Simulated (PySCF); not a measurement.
## Two runs on C₃H₆PSi

System: C₃H₆PSi, charge −1, SMILES C#C[P-]C[SiH3].
Method of the first run: GIAO PBE0/aug-cc-pVDZ NMR shielding, non-relativistic, gas phase (PySCF 2.14.0).

The geometry comes from this level: GFN2-xTB. Text and figures count atoms from 1; the logs count them from 0 in places.

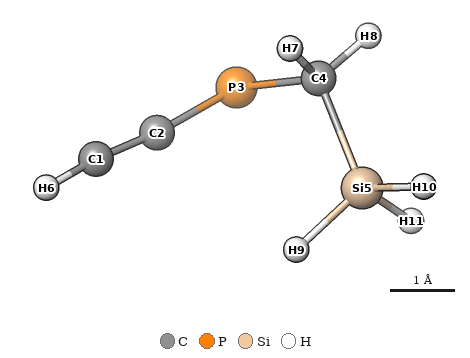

Fig. 1: The structure as given in the input (ball-and-stick view, seen at a tilt; atoms are numbered from 1 in the order of the input).

### Input, the first run
```
{"job": {"kind": "nmr", "xc": "PBE0", "basis": "aug-cc-pVDZ", "pop": false}, "charge": -1, "multiplicity": 1}
C      2.594254    -0.862135     0.548390
C      1.682515    -0.137219     0.880799
P      0.511630     1.004710     1.451189
C     -0.441168     1.151261    -0.172548
Si    -1.466156    -0.408418    -0.403600
H      3.315207    -1.569684     0.250276
H      0.254533     1.327487    -0.995936
H     -1.078596     2.034741    -0.078070
H     -0.662934    -1.631514    -0.409842
H     -2.183323    -0.399053    -1.710870
H     -2.520536    -0.507505     0.614250
```

The first line tells a small driver script what to run in PySCF; the rest is the geometry in Å.

Command:
```bash
OMP_NUM_THREADS=1 python <driver script> task.json out
```

Hardware: 1 CPU thread, shared host.

### Output (the first run)
```
coarse grid: 10232 points
cycle   1  E = -748.2308933180  dE =  3.573e-01  |g| = 4.741e-01  |ddm| = 1.167e+01
cycle   2  E = -748.1421857006  dE =  8.871e-02  |g| = 7.063e-01  |ddm| = 9.054e+00
cycle   3  E = -748.3086958262  dE = -1.665e-01  |g| = 1.501e-01  |ddm| = 8.029e+00
cycle   4  E = -748.3137430989  dE = -5.047e-03  |g| = 5.605e-02  |ddm| = 4.096e-01
cycle   5  E = -748.3145964955  dE = -8.534e-04  |g| = 1.186e-02  |ddm| = 2.525e-01
cycle   6  E = -748.3146490019  dE = -5.251e-05  |g| = 3.530e-03  |ddm| = 9.782e-02
cycle   7  E = -748.3146537016  dE = -4.700e-06  |g| = 9.596e-04  |ddm| = 3.023e-02
final grid: 89712 points
cycle   8  E = -748.3305255878  dE = -1.299e-05  |g| = 6.313e-03  |ddm| = 2.124e-01
cycle   9  E = -748.3305147904  dE =  1.080e-05  |g| = 8.762e-03  |ddm| = 3.934e-02
cycle  10  E = -748.3305367400  dE = -2.195e-05  |g| = 4.555e-04  |ddm| = 1.896e-02
cycle  11  E = -748.3305367968  dE = -5.687e-08  |g| = 2.218e-04  |ddm| = 1.799e-03
cycle  12  E = -748.3305368081  dE = -1.122e-08  |g| = 1.064e-04  |ddm| = 6.608e-04
cycle  13  E = -748.3305368114  dE = -3.307e-09  |g| = 2.076e-05  |ddm| = 3.753e-04
cycle  14  E = -748.3305368115  dE = -1.276e-10  |g| = 9.535e-06  |ddm| = 1.334e-04
converged SCF energy = -748.3305368115

GIAO shielding tensors (ppm)
atom      isotropic    diamagn.    paramagn.     s11        s22        s33       span
  0 C      111.925     268.225    -156.300     60.364     93.675    181.736    121.372
  1 C       83.584     227.013    -143.428    -30.272     -2.946    283.971    314.243
  2 P      507.053     969.334    -462.281    346.439    507.839    666.881    320.441
  3 C      189.848     209.299     -19.451    165.887    199.760    203.899     38.012
  4 Si     513.808     894.742    -380.934    469.142    519.057    553.224     84.082
  5 H       28.129      35.323      -7.194     24.325     26.003     34.059      9.735
  6 H       30.123      33.523      -3.399     24.625     29.446     36.298     11.673
  7 H       31.347      36.250      -4.903     26.213     29.330     38.499     12.287
  8 H       27.763      29.804      -2.041     23.744     27.939     31.606      7.863
  9 H       26.792      29.393      -2.600     21.799     24.376     34.202     12.403
 10 H       28.363      29.017      -0.654     25.448     26.410     33.231      7.783
```

The input of the second run differs as follows (lines with − go, lines with + come):
```diff
-"xc": "PBE0"
-"basis": "aug-cc-pVDZ"
-"pop": false
+"xc": "mPW1PW91"
+"basis": "6-31G"
+"pop": true
```

How does the second run compare with the first run?

The total energies belong to different models, so their difference says nothing on which is more stable or more accurate. The HOMO goes from 0.20 to 0.80 eV. The LUMO goes from 2.72 to 5.21 eV. Of all shieldings, the largest change is that of P3, by +33.7 ppm. The functional changes from PBE0 to mPW1PW91. The SCF takes 13 iterations against 14. The basis functions go from 177 to 65.

### Output (the second run)
```
coarse grid: 10232 points
cycle   1  E = -748.5690228143  dE =  4.046e-01  |g| = 4.280e-01  |ddm| = 3.319e+00
cycle   2  E = -748.5690819041  dE = -5.909e-05  |g| = 4.548e-01  |ddm| = 1.501e+00
cycle   3  E = -748.6312701210  dE = -6.219e-02  |g| = 1.345e-01  |ddm| = 7.723e-01
cycle   4  E = -748.6356651033  dE = -4.395e-03  |g| = 3.501e-02  |ddm| = 1.556e-01
cycle   5  E = -748.6359460677  dE = -2.810e-04  |g| = 1.486e-02  |ddm| = 5.728e-02
cycle   6  E = -748.6360184593  dE = -7.239e-05  |g| = 1.418e-03  |ddm| = 2.246e-02
cycle   7  E = -748.6360190988  dE = -6.395e-07  |g| = 7.667e-04  |ddm| = 4.487e-03
final grid: 89712 points
cycle   8  E = -748.5762294364  dE = -6.578e-06  |g| = 4.699e-03  |ddm| = 1.859e-02
cycle   9  E = -748.5762253267  dE =  4.110e-06  |g| = 5.862e-03  |ddm| = 1.454e-02
cycle  10  E = -748.5762364630  dE = -1.114e-05  |g| = 3.898e-04  |ddm| = 8.773e-03
cycle  11  E = -748.5762365001  dE = -3.711e-08  |g| = 1.874e-04  |ddm| = 5.746e-04
cycle  12  E = -748.5762365091  dE = -9.000e-09  |g| = 3.061e-05  |ddm| = 2.478e-04
cycle  13  E = -748.5762365094  dE = -2.964e-10  |g| = 1.286e-05  |ddm| = 7.360e-05
converged SCF energy = -748.5762365094

GIAO shielding tensors (ppm)
atom      isotropic    diamagn.    paramagn.     s11        s22        s33       span
  0 C      115.172     278.256    -163.084     60.228     89.562    195.727    135.500
  1 C       95.209     271.329    -176.120    -14.170     11.146    288.652    302.821
  2 P      540.710     966.215    -425.504    377.884    526.515    717.731    339.847
  3 C      198.300     251.276     -52.976    178.012    206.033    210.854     32.843
  4 Si     522.920     881.836    -358.915    478.406    535.661    554.695     76.289
  5 H       29.987      35.039      -5.052     26.038     27.200     36.724     10.685
  6 H       32.190      31.827       0.363     26.612     30.305     39.652     13.040
  7 H       33.217      31.975       1.242     27.179     30.679     41.793     14.614
  8 H       29.729      31.495      -1.766     25.295     29.572     34.319      9.024
  9 H       28.824      30.609      -1.784     23.676     26.145     36.651     12.974
 10 H       30.251      30.539      -0.288     26.629     28.281     35.843      9.215
```

### The two runs side by side

```tsv
quantity	the first run	the second run
outcome	converged	converged
total energy (hartree)	−748.330537	−748.576237
HOMO (eV)	0.20	0.80
LUMO (eV)	2.72	5.21
shielding of C1 (ppm)	111.9	115.2
shielding of C2 (ppm)	83.6	95.2
shielding of P3 (ppm)	507.1	540.7
shielding of C4 (ppm)	189.8	198.3
shielding of Si5 (ppm)	513.8	522.9
shielding of H7 (ppm)	30.1	32.2
shielding of H10 (ppm)	26.8	28.8
SCF iterations	14	13
basis functions	177	65
wall time (shared host)	21 s	8.8 s
```

For both runs: The highest filled orbital lies above zero: either the extra electron isn't bound at this level, or the self-interaction error of the functional lifts the level.
